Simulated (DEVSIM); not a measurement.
System: Co/SiO2/n-Si capacitor, at 300 K.

```
layer (left to right)  material  thickness (nm)  Nd (cm⁻³)
---------------------  --------  --------------  ---------
1                          SiO2            35.0          -
2                            Si            2400     1.1e17
```

Metal gate on the left, work function 5 eV. Fixed charge at the semiconductor interface 1.8e10 cm⁻² (in units of +e); no interface traps.

The device is made up for the run: typed textbook-type constants, with dimensions and the other settings drawn at random. Values at 300 K.

```tsv
parameter	SiO2	Si
gap (eV)	9	1.124
affinity (eV)	0.9	4.05
permittivity	3.9	11.7
Nc (cm⁻³)	-	2.86e19
Nv (cm⁻³)	-	3.1e19
```

Model (solved in DEVSIM): 1D Poisson equation in equilibrium, Boltzmann statistics, complete ionisation; no quantum confinement or tunnelling. Metal contacts follow the ideal Schottky-Mott rule: no Fermi-level pinning, no interface dipoles.

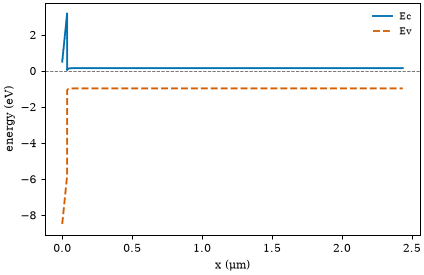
Fig. 1. Band edges at 3.6 V on the gate

Energies count from the Fermi level of the right contact; mesh points crowd at the junctions.

| x (μm) | Ec (eV) | Ev (eV) | n (cm⁻³) | p (cm⁻³) | field (V/cm) |
|---|---|---|---|---|---|
| 0.000 | 0.500 | -8.500 | < 1e2 | < 1e2 | 770000 |
| 0.001500 | 0.615 | -8.385 | < 1e2 | < 1e2 | 770000 |
| 0.004999 | 0.883 | -8.117 | < 1e2 | < 1e2 | 770000 |
| 0.01252 | 1.459 | -7.541 | < 1e2 | < 1e2 | 770000 |
| 0.02747 | 2.604 | -6.396 | < 1e2 | < 1e2 | 770000 |
| 0.03226 | 2.972 | -6.028 | < 1e2 | < 1e2 | 770000 |
| 0.03444 | 3.138 | -5.862 | < 1e2 | < 1e2 | 770000 |
| 0.03628 | 0.056 | -1.068 | 3.3e18 | < 1e2 | 150000 |
| 0.03954 | 0.088 | -1.036 | 9.4e17 | 120 | 69000 |
| 0.04760 | 0.120 | -1.004 | 2.7e17 | 430 | 23000 |
| 0.06593 | 0.139 | -0.985 | 1.3e17 | 880 | 4000 |
| 0.1353 | 0.144 | -0.980 | 1.1e17 | 1100 | 14 |
| 0.2705 | 0.144 | -0.980 | 1.1e17 | 1100 | ≈ 0 |
| 0.5858 | 0.144 | -0.980 | 1.1e17 | 1100 | ≈ 0 |
| 1.609 | 0.144 | -0.980 | 1.1e17 | 1100 | ≈ 0 |
| 2.081 | 0.144 | -0.980 | 1.1e17 | 1100 | ≈ 0 |
| 2.289 | 0.144 | -0.980 | 1.1e17 | 1100 | ≈ 0 |
| 2.373 | 0.144 | -0.980 | 1.1e17 | 1100 | ≈ 0 |
| 2.416 | 0.144 | -0.980 | 1.1e17 | 1100 | ≈ 0 |
| 2.428 | 0.144 | -0.980 | 1.1e17 | 1100 | ≈ 0 |
| 2.433 | 0.144 | -0.980 | 1.1e17 | 1100 | ≈ 0 |
| 2.435 | 0.144 | -0.980 | 1.1e17 | 1100 | ≈ 0 |
